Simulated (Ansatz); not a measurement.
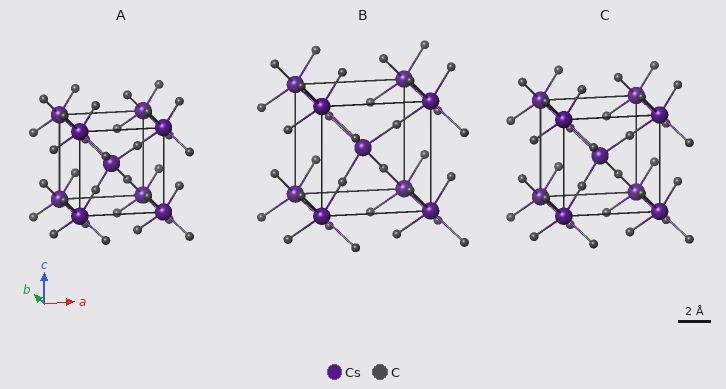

3 geometries from one relaxation of a crystal of CsC₂ (a generated structure, set up in Pn-3m) (coarse preliminary run), in shuffled order. A ball-and-stick model of the cell of the calculation, seen slightly off an axis.

All numbers below come from DFT PBE, scalar-relativistic, plane waves, PAW in Ansatz. (plane-wave cutoff 420 eV; k-point mesh 4 × 4 × 4; occupations gaussian; smearing width 0.1 eV; collinear spin; cell and atoms relaxed; force threshold 0.04 eV/Å; at most 70 steps)

Order the frames from highest to lowest energy.

A, C, B. They are steps 0, 3, 9, at +519 meV per atom, +162 meV per atom relative to the last. No atom moves by more than 0.005 Å relative to the cell. The drawn cell changes as follows: a = b = c 5.474 → 7.113 Å (+29.9 %); the volume changes by +119.4 %. Near-neighbour distances that change, for instance: C–Cs 2.370 → 3.080 Å. The space group stays Pn-3m (No. 224). Over 7 accepted moves (9 points after the start) the energy falls by 519 meV per atom. All forces vanish by symmetry, so only the cell relaxes. Pressure: 4.11 GPa at the start and 0.28 GPa at the end. At 2 points the geometry stayed and the basis and grid were re-selected for the new cell (energy shift of 70.7 meV per atom at most each time).
